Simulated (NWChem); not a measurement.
# GeH2ClO (SMILES [O][GeH2][Cl]) at 5 levels

Wanted: a comparison of 5 runs (UHF/STO-3G, UHF/3-21G, UB3LYP/6-31G*, UM06-2X/6-31G) of GeH2ClO. 

The calculation is run with NWChem 7.3.0.

**1. The system as given**

GeH2ClO: 5 atoms, total charge 0, spin state doublet. SMILES: `[O][GeH2][Cl]`. The coordinates come from a PBE0-D4/def2-TZVP relaxation.

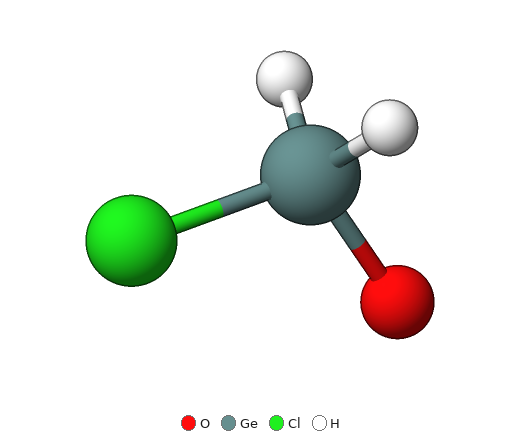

Viewed from a chosen angle; oxygen red, germanium teal, chlorine green, hydrogen white.

**2. Energy and forces at UHF/STO-3G (run 1)**

Contents of run.xyz:

```xyz
5

O     -0.272400    -0.591800     1.625500
Ge     0.123700    -0.081200    -0.034500
Cl    -1.347100     1.290100    -0.778900
H      0.081000    -1.343800    -0.899000
H      1.464600     0.653000     0.045400
```

Contents of run.py:

```python
from ase.io import read
from ase.calculators.nwchem import NWChem

mol = read('run.xyz')

calc = NWChem(
    label='run',
    theory='scf',
    memory='2200 mb',
    basis='STO-3G',
    basispar='spherical bse',
    scf={'nopen': '1', 'uhf': None, 'thresh': '1e-08', 'maxiter': '80'},
)
mol.calc = calc

forces = mol.get_forces()
e = mol.get_potential_energy()
print(f"E = {e:.6f} eV")
print("forces (eV/A):")
for s, f in zip(mol.symbols, forces):
    print(f"{s:2s} {f[0]:10.5f} {f[1]:10.5f} {f[2]:10.5f}")
```

On the command line:

```console
$ export ASE_NWCHEM_COMMAND="nwchem PREFIX.nwi > PREFIX.nwo"
$ python run.py
```

Log:

```text
E = -70243.159632 eV
forces (eV/A):
O    -0.12634    0.12989   -0.08983
Ge    1.65384   -0.93763   -0.43853
Cl   -0.06464    0.05214   -0.01589
H     0.13051    1.62175    0.86039
H    -1.59342   -0.86615   -0.31614
```

The calculator wrote run.nwi:

```
title "run"

permanent_dir run

scratch_dir run

start run

geometry units angstrom nocenter noautosym noautoz
  O  -2.7239999999999998e-01 -5.9179999999999999e-01 1.6254999999999999e+00
  Ge 1.2370000000000000e-01 -8.1199999999999994e-02 -3.4500000000000003e-02
  Cl -1.3471000000000000e+00 1.2901000000000000e+00 -7.7890000000000004e-01
  H  8.1000000000000003e-02 -1.3438000000000001e+00 -8.9900000000000002e-01
  H  1.4645999999999999e+00 6.5300000000000002e-01 4.5400000000000003e-02
end

memory 2200 mb

basis spherical bse noprint
   * library STO-3G
end

scf
  nopen 1
  uhf
  thresh 1e-08
  maxiter 80
end

task scf gradient
```

run.nwo, shortened:

```text
[...]
      One electron energy =  -4140.686631174674
[... 1 line left out ...]
 Nuclear repulsion energy =    264.047639374413
[... 46 lines left out ...]
          Final beta eigenvalues
[... 191 lines left out ...]
                     UHF Final Beta Molecular Orbital Analysis
[...]
  wavefunction    =   UHF
                         UHF ENERGY GRADIENTS
    atom               coordinates                        gradient
                 x          y          z           x          y          z
   1 O      -0.514761  -1.118340   3.071750    0.002457  -0.002526   0.001747
   2 Ge      0.233759  -0.153446  -0.065196   -0.032162   0.018234   0.008528
   3 Cl     -2.545650   2.437935  -1.471908    0.001257  -0.001014   0.000309
   4 H       0.153068  -2.539414  -1.698864   -0.002538  -0.031538  -0.016732
   5 H       2.767693   1.233991   0.085794    0.030987   0.016844   0.006148
[...]
```

Wall time 3.3 s (1 thread of AMD EPYC 9R45 (Zen 5), shared host); peak memory 0.1 GiB.

**3. Energy and forces at UHF/3-21G (run 2)**

Contents of clgeh2o.nw:

```
echo
start clgeh2o
title "ClGeH2O hf"
memory stack 880 mb heap 220 mb global 1100 mb

geometry units angstrom noautosym nocenter noautoz
  O       -0.272400      -0.591800       1.625500
  Ge       0.123700      -0.081200      -0.034500
  Cl      -1.347100       1.290100      -0.778900
  H        0.081000      -1.343800      -0.899000
  H        1.464600       0.653000       0.045400
end

basis spherical bse
  O library 3-21G
  Ge library 3-21G
  Cl library 3-21G
  H library 3-21G
end

scf
  doublet
  uhf
  thresh 1e-08
  maxiter 80
end

task scf gradient
```

On the command line:

```console
$ nwchem clgeh2o.nw > clgeh2o.out
```

Log:

```text
[...]
  functions       =    48
[...]
  wavefunction    = UHF
[...]
         Total SCF energy =  -2598.267091109577
      One electron energy =  -4145.730890555122
      Two electron energy =   1283.416160071131
 Nuclear repulsion energy =    264.047639374413
                       Sz =      0.5000
                 Sz(Sz+1) =      0.7500
                      S^2 =      0.7559
[...]
                         UHF ENERGY GRADIENTS
    atom               coordinates                        gradient
                 x          y          z           x          y          z
   1 O      -0.514761  -1.118340   3.071750    0.000082   0.000024  -0.000168
   2 Ge      0.233759  -0.153446  -0.065196   -0.022964   0.021176  -0.011164
   3 Cl     -2.545650   2.437935  -1.471908    0.019910  -0.018986   0.010978
   4 H       0.153068  -2.539414  -1.698864   -0.000387  -0.003810  -0.001099
   5 H       2.767693   1.233991   0.085794    0.003360   0.001595   0.001454
[...]
```

It took 6.3 s on 1 thread of AMD EPYC 9R45 (Zen 5), shared host; peak memory 0.1 GiB.

**4. Energy and gradient at UB3LYP/6-31G(d) (spherical functions) (run 3)**

Contents of geom.nw:

```
start geom
memory stack 880 mb heap 220 mb global 1100 mb
geometry units angstroms noautosym nocenter noautoz
  O       -0.272400      -0.591800       1.625500
  Ge       0.123700      -0.081200      -0.034500
  Cl      -1.347100       1.290100      -0.778900
  H        0.081000      -1.343800      -0.899000
  H        1.464600       0.653000       0.045400
end
basis "ao basis" spherical bse
  O library 6-31G*
  Ge library 6-31G*
  Cl library 6-31G*
  H library 6-31G*
end
dft
  xc b3lyp
  mult 2
  grid xfine
  convergence energy 1e-08
  maxiter 100
  mulliken
  print low
end
task dft gradient
```

On the command line:

```console
$ nwchem geom.nw > geom.out
```

Log:

```text
[...]
 d= 0,ls=0.0,diis     1  -2613.0975843156 -2.88D+03  5.32D-02  2.77D-01     1.7
[...]
 d= 0,ls=0.5,diis    62  -2613.3477230287 -8.48D-09  2.78D-07  1.06D-08    82.1
[...]
         Total DFT energy =    -2613.347723034976
      One electron energy =    -4159.545970855836
           Coulomb energy =     1398.806873899263
    Exchange-Corr. energy =     -116.656265452817
 Nuclear repulsion energy =      264.047639374413
[...]
      Total Density - Mulliken Population Analysis
     ---------------------------------------------
    Atom       Charge   Shell Charges
 -----------   ------   -------------------------------------------------------
    1 O    8     8.30   2.00  0.96  2.72  0.98  1.62  0.01
    2 Ge  32    31.69   2.00  2.00  6.00  2.00  5.99  1.27  1.98  0.03  0.15  6.86  2.94  0.47
    3 Cl  17    17.17   2.00  2.00  5.97  1.41  3.62  0.52  1.63  0.01
    4 H    1     0.92   0.48  0.44
    5 H    1     0.92   0.48  0.44
[...]
      <S2> =      0.7537 (Exact =     0.7500)
                         DFT ENERGY GRADIENTS
    atom               coordinates                        gradient
                 x          y          z           x          y          z
   1 O      -0.514761  -1.118340   3.071750    0.001249   0.003029  -0.008256
   2 Ge      0.233759  -0.153446  -0.065196   -0.004773   0.002656   0.001368
   3 Cl     -2.545650   2.437935  -1.471908    0.007168  -0.007098   0.004511
   4 H       0.153068  -2.539414  -1.698864   -0.000219   0.003021   0.002290
   5 H       2.767693   1.233991   0.085794   -0.003424  -0.001609   0.000088
 Task  times  cpu:       89.0s     wall:       89.0s
 Total times  cpu:       89.1s     wall:       89.1s
```

Run time: 90 s. Hardware: 1 thread of AMD EPYC 9R45 (Zen 5), shared host; peak memory 0.13 GiB.

Run 4 isn't shown in full; the table further down has it.

**5. Energy and gradient at UB3LYP/6-31G(d) (Cartesian functions) (run 5)**

Contents of test.nw:

```
start test
title "ClGeH2O gradient"
memory stack 880 mb heap 220 mb global 1100 mb
charge 0

geometry units angstrom noautosym nocenter noautoz
 O    -0.272400   -0.591800    1.625500
 Ge    0.123700   -0.081200   -0.034500
 Cl   -1.347100    1.290100   -0.778900
 H     0.081000   -1.343800   -0.899000
 H     1.464600    0.653000    0.045400
end

basis "ao basis"
 * library 6-31G*
end

dft
 xc b3lyp
 mult 2
 grid xfine
 convergence energy 1e-08
 iterations 100
 mulliken
end

task dft gradient
```

On the command line:

```console
$ nwchem test.nw > test.out
```

Log:

```text
[...]
          Wavefunction type:  spin polarized.
          No. of atoms     :     5
          No. of electrons :    59
[...]
          Charge           :     0
          Spin multiplicity:     2
[...]
          AO basis - number of functions:    73
[...]
              XC Information
              --------------
                         B3LYP Method XC Potential
                     Hartree-Fock (Exact) Exchange  0.200
                        Slater Exchange Functional  0.800 local
                    Becke 1988 Exchange Functional  0.720 non-local
              Lee-Yang-Parr Correlation Functional  0.810
                  VWN I RPA Correlation Functional  0.190 local
[...]
 d= 0,ls=0.0,diis     1  -2613.1044715587 -2.88D+03  4.47D-02  4.98D-01     1.8
[...]
 d= 0,ls=0.5,diis    64  -2613.3578710979 -5.83D-09  1.64D-07  1.34D-08    89.7
[...]
         Total DFT energy =    -2613.357871103604
      One electron energy =    -4159.480639450024
           Coulomb energy =     1398.686695978047
    Exchange-Corr. energy =     -116.611567006041
 Nuclear repulsion energy =      264.047639374413
[...]
      Total Density - Mulliken Population Analysis
     ---------------------------------------------
    Atom       Charge   Shell Charges
 -----------   ------   -------------------------------------------------------
    1 O    8     8.31   1.99  0.96  2.72  1.00  1.63  0.01
    2 Ge  32    31.65   2.00  1.99  6.00  1.93  5.99  1.33  1.98  0.06  0.15  6.93  2.96  0.32
    3 Cl  17    17.18   2.00  1.99  5.97  1.46  3.62  0.54  1.63 -0.03
    4 H    1     0.93   0.48  0.45
    5 H    1     0.93   0.48  0.45
[...]
      <S2> =      0.7537 (Exact =     0.7500)
[...]
  wavefunction    = open shell
                         DFT ENERGY GRADIENTS
    atom               coordinates                        gradient
                 x          y          z           x          y          z
   1 O      -0.514761  -1.118340   3.071750    0.000992   0.002627  -0.007023
   2 Ge      0.233759  -0.153446  -0.065196   -0.005069   0.003319   0.000386
   3 Cl     -2.545650   2.437935  -1.471908    0.007125  -0.007063   0.004501
   4 H       0.153068  -2.539414  -1.698864   -0.000285   0.002350   0.001921
   5 H       2.767693   1.233991   0.085794   -0.002764  -0.001234   0.000215
[...]
```

It took 98 s on 1 thread of AMD EPYC 9R45 (Zen 5), shared host; peak memory 0.13 GiB.

**6. Overview of the runs**

```tsv
run	level	iteration cap	module	energy (Eh)	dipole moment (D)	HOMO energy (eV)	LUMO energy (eV)	wall time
1	UHF/STO-3G	80	scf	-2581.388525	2.84	-9.74	8.44	3.3 s
2	UHF/3-21G	80	scf	-2598.267091	3.12	-12.54	2.15	6.3 s
3	UB3LYP/6-31G* (spherical functions)	100	dft	-2613.347723	–	–	–	90 s
4	UM06-2X/6-31G	100	dft	-2613.134894	3.10	-10.54	-3.18	21 s
5	UB3LYP/6-31G* (Cartesian functions)	100	dft	-2613.357871	2.33	-8.57	-4.97	98 s
```

**7. What came out**

```
                                 quantity           value
                      run 5: total energy  -2613.35787 Eh
                     run 5: dipole moment          2.33 D
run 5: HOMO energy (highest over α and β)        -8.57 eV
 run 5: LUMO energy (lowest over α and β)        -4.97 eV
                              run 5: ⟨S²⟩           0.754
          run 5: largest force on an atom      0.565 eV/Å
```

In words: Over runs 1, 2, 4, 5 the dipole moment (its size) runs from 2.33 D (UB3LYP/6-31G*) to 3.12 D (UHF/3-21G). The two ends differ in method and basis. Totals of different functionals can't be ranked against each other. In run 1 the basis is minimal, so the values are rough. All runs together took 3.6 min, the longest 98 s.
